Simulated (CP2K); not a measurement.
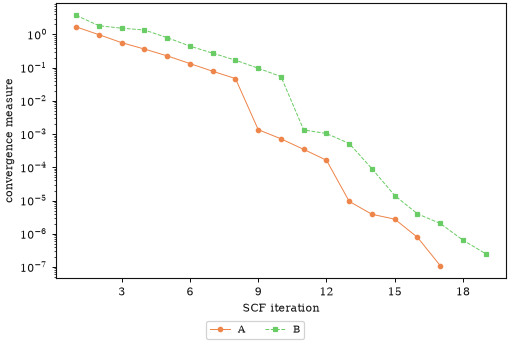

Two SCF runs that differ in one setting.
The run: C₃H₃Cl (SMILES ClC1=CC1), by CP2K, RKS PBE0, DZVP-MOLOPT-PBE0-GTH.

A: usual settings
B: guess set to CORE (from ATOMIC)

**Which runs converged, and in how many iterations?**

Run A converged in 17 iterations. Run B converged in 19 iterations. A core-Hamiltonian guess ignores the electrons' repulsion and starts much further from the solution. Both end at the same energy within 1 meV.
